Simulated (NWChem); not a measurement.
# UB3LYP/6-31G(d) (Cartesian functions) run of BNH2Cl (SMILES N[B]Cl)

What is the vertical ionisation energy of BNH2Cl at UB3LYP/6-31G* (Cartesian functions)? 

Program for the calculation: NWChem 7.3.0.

1 further run of the same task is left out (set aside as unsound or not needed).

## (1) The molecule

BNH2Cl: 5 atoms, total charge 0, spin state doublet. SMILES: `N[B]Cl`. The coordinates come from a PBE0-D4/def2-TZVP relaxation. This is one conformer, not always the lowest.

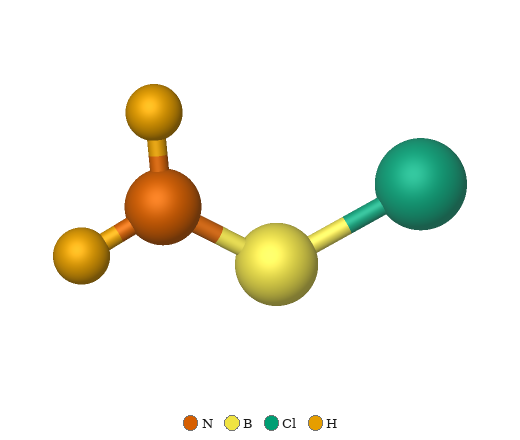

The structure, seen from a chosen angle (nitrogen orange, boron yellow, chlorine teal, hydrogen amber).

## (2) Energy and forces at UB3LYP/6-31G(d) (Cartesian functions)

bclh2n.nw reads:

```
start bclh2n
memory total 2200 mb

geometry noautosym nocenter noautoz
  N       -0.334000       0.412100      -0.256700
  B       -0.098400      -0.544600       0.704400
  Cl       1.343200      -1.526200       0.784600
  H       -1.176700       0.959900      -0.273100
  H        0.315800       0.625100      -1.000600
end

basis cartesian
  * library 6-31G*
end

dft
  xc b3lyp
  mult 2
  grid xfine
  convergence energy 1e-08
  maxiter 100
  mulliken
  noprint "final vectors analysis"
end

task dft gradient
```

Run with:

```bash
$ nwchem bclh2n.nw > bclh2n.out
```

Standard output:

```text
[...]
          Wavefunction type:  spin polarized.
          No. of atoms     :     5
          No. of electrons :    31
[...]
          Charge           :     0
          Spin multiplicity:     2
[...]
          AO basis - number of functions:    53
[...]
              XC Information
              --------------
                         B3LYP Method XC Potential
                     Hartree-Fock (Exact) Exchange  0.200
                        Slater Exchange Functional  0.800 local
                    Becke 1988 Exchange Functional  0.720 non-local
              Lee-Yang-Parr Correlation Functional  0.810
                  VWN I RPA Correlation Functional  0.190 local
[...]
 d= 0,ls=0.0,diis     1   -540.9555344166 -6.19D+02  1.29D-02  1.30D-01     2.7
[...]
 d= 0,ls=0.0,diis    11   -541.0112372742 -7.97D-09  4.07D-07  3.63D-10    26.7
[...]
         Total DFT energy =     -541.011237274168
      One electron energy =     -898.163603463986
           Coulomb energy =      319.539204468352
    Exchange-Corr. energy =      -40.004919999111
 Nuclear repulsion energy =       77.618081720576
[...]
      Total Density - Mulliken Population Analysis
     ---------------------------------------------
    Atom       Charge   Shell Charges
 -----------   ------   -------------------------------------------------------
    1 N    7     7.68   1.99  0.77  2.57  0.78  1.55  0.02
    2 B    5     4.82   1.99  0.55  1.33  0.46  0.42  0.08
    3 Cl  17    17.17   2.00  1.99  5.97  1.46  3.64  0.55  1.59 -0.02
    4 H    1     0.66   0.50  0.15
    5 H    1     0.67   0.50  0.17
[...]
      <S2> =      0.7523 (Exact =     0.7500)
[...]
  wavefunction    = open shell
                         DFT ENERGY GRADIENTS
    atom               coordinates                        gradient
                 x          y          z           x          y          z
   1 N      -0.631168   0.778756  -0.485093   -0.000577  -0.000835   0.001428
   2 B      -0.185949  -1.029145   1.331123    0.007836  -0.000273  -0.005578
   3 Cl      2.538280  -2.884100   1.482679   -0.008495   0.005628  -0.000295
   4 H      -2.223641   1.813948  -0.516084    0.003852  -0.002737   0.000343
   5 H       0.596775   1.181268  -1.890860   -0.002615  -0.001784   0.004102
[...]
```

Run time: 32 s. Hardware: 1 thread of Intel Xeon Platinum 8259CL at 2.50GHz (Skylake/Cascade Lake), shared host; peak memory 0.13 GiB.

## (3) The singlet cation: a single-point energy at B3LYP/6-31G(d) (Cartesian functions)

job.nw reads:

```
start job
memory 2200 mb
charge 1
geometry noautosym nocenter noautoz
  N    -0.334000    0.412100   -0.256700
  B    -0.098400   -0.544600    0.704400
  Cl    1.343200   -1.526200    0.784600
  H    -1.176700    0.959900   -0.273100
  H     0.315800    0.625100   -1.000600
end
basis
  N library 6-31G*
  B library 6-31G*
  Cl library 6-31G*
  H library 6-31G*
end
dft
  xc b3lyp
  mult 1
  grid xfine
  convergence energy 1e-08
  iterations 100
  mulliken
  print medium
end
task dft energy
```

Run with:

```bash
$ nwchem job.nw > job.out
```

Standard output:

```text
[...]
          Wavefunction type:  closed shell.
          No. of atoms     :     5
          No. of electrons :    30
[...]
          Charge           :     1
          Spin multiplicity:     1
[...]
          AO basis - number of functions:    53
[...]
              XC Information
              --------------
                         B3LYP Method XC Potential
                     Hartree-Fock (Exact) Exchange  0.200
                        Slater Exchange Functional  0.800 local
                    Becke 1988 Exchange Functional  0.720 non-local
              Lee-Yang-Parr Correlation Functional  0.810
                  VWN I RPA Correlation Functional  0.190 local
[...]
 d= 0,ls=0.0,diis     1   -540.4845302565 -6.18D+02  5.15D-02  2.27D+00     2.0
[...]
 d= 0,ls=0.0,diis    11   -540.7094693950 -1.96D-09  7.03D-07  3.09D-09    17.1
         Total DFT energy =     -540.709469394991
      One electron energy =     -889.610224846449
           Coulomb energy =      310.923414007165
    Exchange-Corr. energy =      -39.640740276283
 Nuclear repulsion energy =       77.618081720576
[...]
      Total Density - Mulliken Population Analysis
     ---------------------------------------------
    Atom       Charge   Shell Charges
 -----------   ------   -------------------------------------------------------
    1 N    7     7.64   1.99  0.77  2.57  0.79  1.49  0.02
    2 B    5     4.44   1.99  0.60  1.25  0.24  0.29  0.07
    3 Cl  17    16.79   2.00  1.99  5.97  1.51  3.57  0.50  1.27 -0.02
    4 H    1     0.58   0.48  0.09
    5 H    1     0.55   0.47  0.08
[...]
```

Run time: 18 s. Hardware: 1 thread of Intel Xeon Platinum 8259CL at 2.50GHz (Skylake/Cascade Lake), shared host; peak memory 0.13 GiB.

## (4) What came out

Level: UB3LYP/6-31G* (Cartesian functions).

| quantity | value |
| --- | --- |
| doublet BNH2Cl: total energy | -541.01124 Eh |
| doublet BNH2Cl: dipole moment | 2.94 D |
| doublet BNH2Cl: ⟨S²⟩ | 0.752 |
| doublet BNH2Cl: largest force on an atom | 0.524 eV/Å |
| singlet cation: total energy | -540.70947 Eh |
| singlet cation: HOMO energy | -15.02 eV |
| singlet cation: LUMO energy | -10.83 eV |
| singlet cation: HOMO–LUMO gap | 4.19 eV |
| vertical ionisation energy (to the singlet cation) | 8.212 eV |

What this shows: Removing an electron at fixed nuclei costs 8.21 eV (189 kcal/mol). The largest force (doublet BNH2Cl) is 0.52 eV/Å: the shape isn't a stationary point for this species at this level. Only the singlet of the ionised species was computed; a triplet could lie lower.
